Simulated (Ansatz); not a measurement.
## Molecular dynamics, with input and output: CH3LiN (part 1 of 2)

System: CH3LiN, multiplicity 2, SMILES [Li][N]C.
Method: UKS PBE0-D4/def2-SVP (Ansatz 0.2.0).

Figures and captions count atoms from 1; the log counts them from 0 in places.

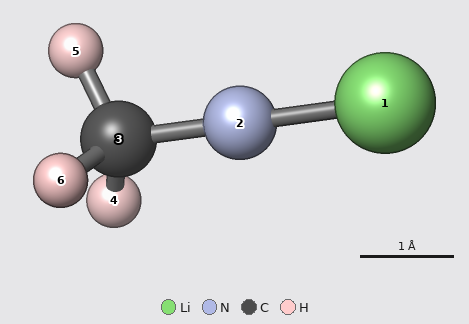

Figure 1. The structure as given in the input (ball-and-stick view, seen at a tilt; atoms are numbered from 1 in the order of the input). Sticks mark near contacts.

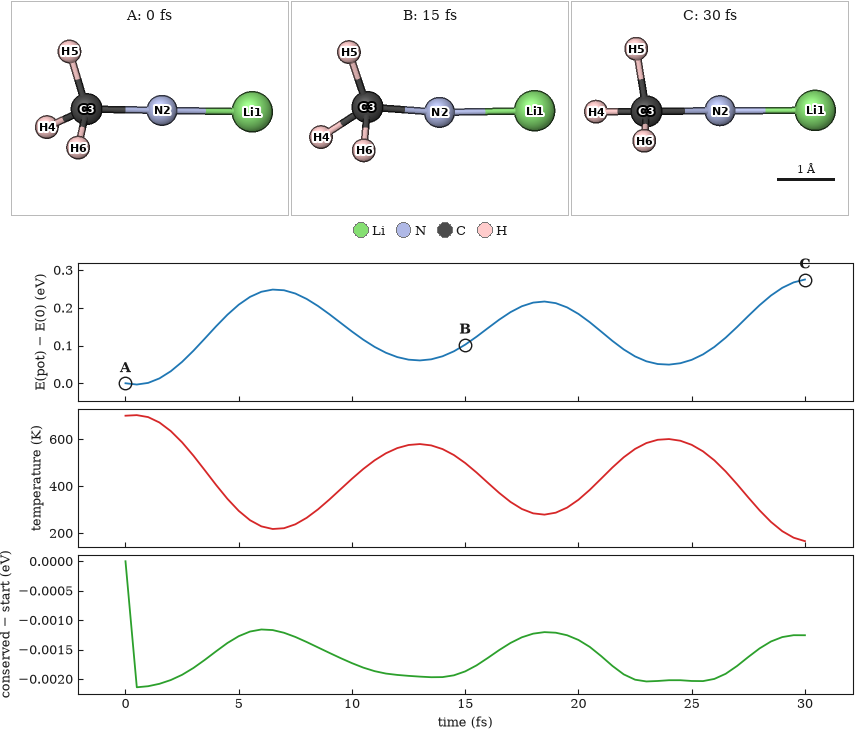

Figure 2. Frames of the molecular dynamics (ball-and-stick, seen at a tilt) above the curves, on which the letters mark them. The trajectory kept here has 61 frames over 30 fs. The temperature starts at 700 K, ranges from 166 to 702 K and averages 406 K over the second half. The potential energy ends 0.275 eV above its first value. The conserved quantity stays within 0.0021 eV. After an unweighted best fit of the last frame on the first, the root-mean-square displacement is 0.17 Å.

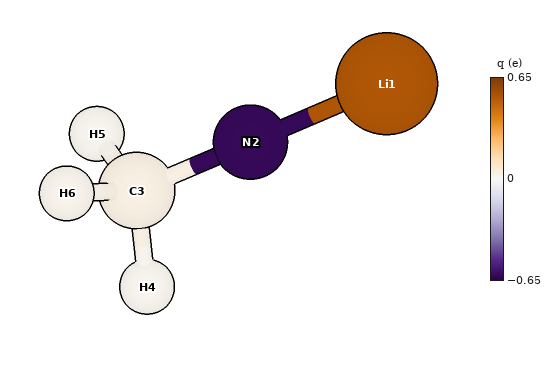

Figure 3. Mulliken charges, as the colour of each atom (ball-and-stick view, seen at a tilt; atoms are numbered from 1 in the order of the input). By element: Li +0.53, N −0.62, C +0.04 and H +0.02 e.

These pictures come from the run below.

The input
```yaml
crystal:
  periodic: [false, false, false]
  atoms:
    - {symbol: Li, position_ang: [-2.420370, -0.128730, -0.710580]}
    - {symbol: N, position_ang: [-0.818320, -0.043660, -0.242230]}
    - {symbol: C, position_ang: [0.518600, 0.027570, 0.152280]}
    - {symbol: H, position_ang: [1.190410, -0.384030, -0.618380]}
    - {symbol: H, position_ang: [0.697990, -0.539830, 1.081390]}
    - {symbol: H, position_ang: [0.831690, 1.068670, 0.337520]}
basis:
  gaussian: {orbitals: def2-SVP}
magnetization: {spin_polarized: true, initial_magnetization: 1}
hamiltonian: {xc: pbe0, dispersion: d4}
md: {n_steps: 60, timestep: 0.5, temperature: 700, ensemble: nve, seed: 174, initial_velocities: maxwell_boltzmann}
```

Command:
```bash
ansatz run in.yaml --threads 1 --pin off --events-out ev --progress --plain --max-ram 4352MiB
```

Log
```
Functional definition: PBE0
  name "PBE0"
  cite "Adamo & Barone, J. Chem. Phys. 110, 6158 (1999) doi:10.1063/1.478522"
  cite "Perdew, Burke & Ernzerhof, Phys. Rev. Lett. 77, 3865 (1996) doi:10.1103/PhysRevLett.77.3865"
  parent pbe
  parameter a = 0.25
  parameter kappa = 0.804
  parameter beta = 0.06672455060314922
  exchange = (1 - a)*pbe_x(kappa = kappa, mu = beta*pi^2/3) + a*exact_x
  correlation = pbe_c(beta = beta)
630 factors; integrals over basis functions are off by at most 3.0e-4 eV
mean field evaluation 1: about -2766.0216 eV, gradient 3.6e1 eV
mean field evaluation 2: about -2725.1672 eV, gradient 7.4e1 eV
mean field evaluation 4: about -2772.5612 eV, gradient 6.2e0 eV
mean field evaluation 8: about -2772.8050 eV, gradient 1.7e-1 eV
mean field evaluation 16: about -2772.8052 eV, gradient 8.9e-4 eV
mean field evaluation 32: about -2772.8056 eV, gradient 1.0e-2 eV
mean field evaluation 64: about -2772.8053 eV, gradient 8.4e-2 eV
mean field -2772.80566387 eV, -101.8987286720 hartree, gradient 2.8e-10 eV, S^2 0.755657; 2 other end points of the search recorded, 0 dependent functions left out
the calculation of the forces begins
reference -2772.80568840 eV, -101.8987295734 hartree; 10, 9 occupied and 42, 43 virtual orbitals, 630 factors
md step     0: t =     0.00 fs  T =   700.0 K  F+E_penalty+E_count = -2772.85956230 eV  E_kin = 0.361928 eV  conserved = -2772.49763430 eV  (257 SCF iters)
these checks for a lower state are left out or cut short: starts, cluster_reference, orbital_swaps, neighbouring_geometries, increment
630 factors; integrals over basis functions are off by at most 3.0e-4 eV
mean field -2772.80904134 eV, -101.8988527916 hartree, gradient 3.7e-8 eV, S^2 0.755569; 0 other end points of the search recorded, 0 dependent functions left out
the calculation of the forces begins
reference -2772.80906584 eV, -101.8988536921 hartree; 10, 9 occupied and 42, 43 virtual orbitals, 630 factors
WARN: at step 1 the energy moved -2.1 meV off the work of the forces, which amounts to -1.373 K. Such steps counted: 1; another is reported when that count doubles or it is the largest. The electronic state may have changed, which in a crystal more k-points or another scf.occupations.width can prevent. At a collision, shorten md.timestep. If it recurs at most steps, use a smearing in place of tetrahedra, or tighten scf.convergence.dr2_threshold (accuracy in a Gaussian basis)
md step     1: t =     0.50 fs  T =   702.4 K  F+E_penalty+E_count = -2772.86295048 eV  E_kin = 0.363175 eV  conserved = -2772.49977539 eV  (207 SCF iters, 3 dispersion substeps)
[... from here on the SCF iterations and repeated set-up lines of each step are left out, up to the last step ...]
md step     2: t =     1.00 fs  T =   694.1 K  F+E_penalty+E_count = -2772.85863027 eV  E_kin = 0.358874 eV  conserved = -2772.49975672 eV  (102 SCF iters, 3 dispersion substeps)
md step     3: t =     1.50 fs  T =   671.0 K  F+E_penalty+E_count = -2772.84667481 eV  E_kin = 0.346959 eV  conserved = -2772.49971563 eV  (58 SCF iters, 3 dispersion substeps)
md step     4: t =     2.00 fs  T =   634.5 K  F+E_penalty+E_count = -2772.82772974 eV  E_kin = 0.328078 eV  conserved = -2772.49965175 eV  (58 SCF iters, 3 dispersion substeps)
md step     5: t =     2.50 fs  T =   586.5 K  F+E_penalty+E_count = -2772.80282192 eV  E_kin = 0.303259 eV  conserved = -2772.49956252 eV  (58 SCF iters, 3 dispersion substeps)
md step     6: t =     3.00 fs  T =   529.8 K  F+E_penalty+E_count = -2772.77339134 eV  E_kin = 0.273944 eV  conserved = -2772.49944715 eV  (54 SCF iters, 3 dispersion substeps)
md step     7: t =     3.50 fs  T =   468.0 K  F+E_penalty+E_count = -2772.74129273 eV  E_kin = 0.241982 eV  conserved = -2772.49931032 eV  (53 SCF iters, 3 dispersion substeps)
md step     8: t =     4.00 fs  T =   405.3 K  F+E_penalty+E_count = -2772.70871371 eV  E_kin = 0.209550 eV  conserved = -2772.49916356 eV  (51 SCF iters, 3 dispersion substeps)
md step     9: t =     4.50 fs  T =   346.1 K  F+E_penalty+E_count = -2772.67798996 eV  E_kin = 0.178967 eV  conserved = -2772.49902333 eV  (84 SCF iters, 3 dispersion substeps)
md step    10: t =     5.00 fs  T =   294.8 K  F+E_penalty+E_count = -2772.65134704 eV  E_kin = 0.152440 eV  conserved = -2772.49890689 eV  (51 SCF iters, 3 dispersion substeps)
md step    11: t =     5.50 fs  T =   254.9 K  F+E_penalty+E_count = -2772.63063132 eV  E_kin = 0.131803 eV  conserved = -2772.49882786 eV  (82 SCF iters, 3 dispersion substeps)
md step    12: t =     6.00 fs  T =   228.8 K  F+E_penalty+E_count = -2772.61709702 eV  E_kin = 0.118304 eV  conserved = -2772.49879326 eV  (81 SCF iters, 3 dispersion substeps)
md step    13: t =     6.50 fs  T =   217.6 K  F+E_penalty+E_count = -2772.61129587 eV  E_kin = 0.112493 eV  conserved = -2772.49880252 eV  (81 SCF iters, 3 dispersion substeps)
md step    14: t =     7.00 fs  T =   220.9 K  F+E_penalty+E_count = -2772.61308519 eV  E_kin = 0.114237 eV  conserved = -2772.49884853 eV  (80 SCF iters, 3 dispersion substeps)
md step    15: t =     7.50 fs  T =   237.5 K  F+E_penalty+E_count = -2772.62173783 eV  E_kin = 0.122818 eV  conserved = -2772.49892032 eV  (83 SCF iters, 3 dispersion substeps)
md step    16: t =     8.00 fs  T =   265.2 K  F+E_penalty+E_count = -2772.63611328 eV  E_kin = 0.137107 eV  conserved = -2772.49900645 eV  (82 SCF iters, 3 dispersion substeps)
md step    17: t =     8.50 fs  T =   301.2 K  F+E_penalty+E_count = -2772.65483743 eV  E_kin = 0.155739 eV  conserved = -2772.49909803 eV  (80 SCF iters, 3 dispersion substeps)
md step    18: t =     9.00 fs  T =   342.8 K  F+E_penalty+E_count = -2772.67644513 eV  E_kin = 0.177255 eV  conserved = -2772.49918996 eV  (40 SCF iters, 3 dispersion substeps)
md step    19: t =     9.50 fs  T =   387.2 K  F+E_penalty+E_count = -2772.69946587 eV  E_kin = 0.200186 eV  conserved = -2772.49927980 eV  (46 SCF iters, 3 dispersion substeps)
md step    20: t =    10.00 fs  T =   431.5 K  F+E_penalty+E_count = -2772.72246875 eV  E_kin = 0.223104 eV  conserved = -2772.49936503 eV  (46 SCF iters, 3 dispersion substeps)
md step    21: t =    10.50 fs  T =   473.2 K  F+E_penalty+E_count = -2772.74410616 eV  E_kin = 0.244665 eV  conserved = -2772.49944079 eV  (46 SCF iters, 3 dispersion substeps)
md step    22: t =    11.00 fs  T =   510.0 K  F+E_penalty+E_count = -2772.76318658 eV  E_kin = 0.263686 eV  conserved = -2772.49950085 eV  (38 SCF iters, 3 dispersion substeps)
md step    23: t =    11.50 fs  T =   540.0 K  F+E_penalty+E_count = -2772.77876283 eV  E_kin = 0.279221 eV  conserved = -2772.49954156 eV  (47 SCF iters, 3 dispersion substeps)
md step    24: t =    12.00 fs  T =   562.1 K  F+E_penalty+E_count = -2772.79018120 eV  E_kin = 0.290616 eV  conserved = -2772.49956550 eV  (48 SCF iters, 3 dispersion substeps)
md step    25: t =    12.50 fs  T =   575.3 K  F+E_penalty+E_count = -2772.79704314 eV  E_kin = 0.297463 eV  conserved = -2772.49958054 eV  (38 SCF iters, 3 dispersion substeps)
md step    26: t =    13.00 fs  T =   579.3 K  F+E_penalty+E_count = -2772.79909522 eV  E_kin = 0.299501 eV  conserved = -2772.49959372 eV  (38 SCF iters, 3 dispersion substeps)
md step    27: t =    13.50 fs  T =   573.5 K  F+E_penalty+E_count = -2772.79613611 eV  E_kin = 0.296532 eV  conserved = -2772.49960423 eV  (45 SCF iters, 3 dispersion substeps)
md step    28: t =    14.00 fs  T =   557.9 K  F+E_penalty+E_count = -2772.78803774 eV  E_kin = 0.288436 eV  conserved = -2772.49960186 eV  (45 SCF iters, 3 dispersion substeps)
md step    29: t =    14.50 fs  T =   532.5 K  F+E_penalty+E_count = -2772.77490066 eV  E_kin = 0.275329 eV  conserved = -2772.49957212 eV  (45 SCF iters, 3 dispersion substeps)
md step    30: t =    15.00 fs  T =   498.5 K  F+E_penalty+E_count = -2772.75726394 eV  E_kin = 0.257758 eV  conserved = -2772.49950546 eV  (46 SCF iters, 3 dispersion substeps)
md step    31: t =    15.50 fs  T =   458.1 K  F+E_penalty+E_count = -2772.73624180 eV  E_kin = 0.236839 eV  conserved = -2772.49940304 eV  (47 SCF iters, 3 dispersion substeps)
md step    32: t =    16.00 fs  T =   414.3 K  F+E_penalty+E_count = -2772.71350112 eV  E_kin = 0.214225 eV  conserved = -2772.49927642 eV  (48 SCF iters, 3 dispersion substeps)
md step    33: t =    16.50 fs  T =   371.2 K  F+E_penalty+E_count = -2772.69107892 eV  E_kin = 0.191936 eV  conserved = -2772.49914342 eV  (38 SCF iters, 3 dispersion substeps)
md step    34: t =    17.00 fs  T =   332.8 K  F+E_penalty+E_count = -2772.67110393 eV  E_kin = 0.172082 eV  conserved = -2772.49902184 eV  (53 SCF iters, 3 dispersion substeps)
md step    35: t =    17.50 fs  T =   302.8 K  F+E_penalty+E_count = -2772.65551079 eV  E_kin = 0.156585 eV  conserved = -2772.49892584 eV  (52 SCF iters, 3 dispersion substeps)
md step    36: t =    18.00 fs  T =   284.2 K  F+E_penalty+E_count = -2772.64581148 eV  E_kin = 0.146948 eV  conserved = -2772.49886363 eV  (53 SCF iters, 3 dispersion substeps)
md step    37: t =    18.50 fs  T =   278.7 K  F+E_penalty+E_count = -2772.64295664 eV  E_kin = 0.144119 eV  conserved = -2772.49883783 eV  (52 SCF iters, 3 dispersion substeps)
md step    38: t =    19.00 fs  T =   287.1 K  F+E_penalty+E_count = -2772.64728350 eV  E_kin = 0.148436 eV  conserved = -2772.49884752 eV  (51 SCF iters, 3 dispersion substeps)
md step    39: t =    19.50 fs  T =   308.7 K  F+E_penalty+E_count = -2772.65852325 eV  E_kin = 0.159632 eV  conserved = -2772.49889134 eV  (53 SCF iters, 3 dispersion substeps)
md step    40: t =    20.00 fs  T =   342.1 K  F+E_penalty+E_count = -2772.67582784 eV  E_kin = 0.176857 eV  conserved = -2772.49897079 eV  (50 SCF iters, 3 dispersion substeps)
md step    41: t =    20.50 fs  T =   384.3 K  F+E_penalty+E_count = -2772.69778079 eV  E_kin = 0.198691 eV  conserved = -2772.49908946 eV  (87 SCF iters, 3 dispersion substeps)
md step    42: t =    21.00 fs  T =   431.6 K  F+E_penalty+E_count = -2772.72240960 eV  E_kin = 0.223165 eV  conserved = -2772.49924412 eV  (89 SCF iters, 3 dispersion substeps)
md step    43: t =    21.50 fs  T =   479.5 K  F+E_penalty+E_count = -2772.74730964 eV  E_kin = 0.247897 eV  conserved = -2772.49941235 eV  (89 SCF iters, 3 dispersion substeps)
md step    44: t =    22.00 fs  T =   523.1 K  F+E_penalty+E_count = -2772.76999986 eV  E_kin = 0.270443 eV  conserved = -2772.49955639 eV  (88 SCF iters, 3 dispersion substeps)
md step    45: t =    22.50 fs  T =   558.5 K  F+E_penalty+E_count = -2772.78843798 eV  E_kin = 0.288792 eV  conserved = -2772.49964578 eV  (53 SCF iters, 3 dispersion substeps)
md step    46: t =    23.00 fs  T =   583.6 K  F+E_penalty+E_count = -2772.80141591 eV  E_kin = 0.301740 eV  conserved = -2772.49967605 eV  (53 SCF iters, 3 dispersion substeps)
md step    47: t =    23.50 fs  T =   597.5 K  F+E_penalty+E_count = -2772.80859595 eV  E_kin = 0.308928 eV  conserved = -2772.49966844 eV  (51 SCF iters, 3 dispersion substeps)
md step    48: t =    24.00 fs  T =   600.6 K  F+E_penalty+E_count = -2772.81018484 eV  E_kin = 0.310530 eV  conserved = -2772.49965460 eV  (51 SCF iters, 3 dispersion substeps)
md step    49: t =    24.50 fs  T =   593.4 K  F+E_penalty+E_count = -2772.80646456 eV  E_kin = 0.306809 eV  conserved = -2772.49965538 eV  (54 SCF iters, 3 dispersion substeps)
md step    50: t =    25.00 fs  T =   576.0 K  F+E_penalty+E_count = -2772.79748442 eV  E_kin = 0.297816 eV  conserved = -2772.49966820 eV  (51 SCF iters, 3 dispersion substeps)
md step    51: t =    25.50 fs  T =   548.2 K  F+E_penalty+E_count = -2772.78310311 eV  E_kin = 0.283433 eV  conserved = -2772.49966983 eV  (54 SCF iters, 3 dispersion substeps)
```
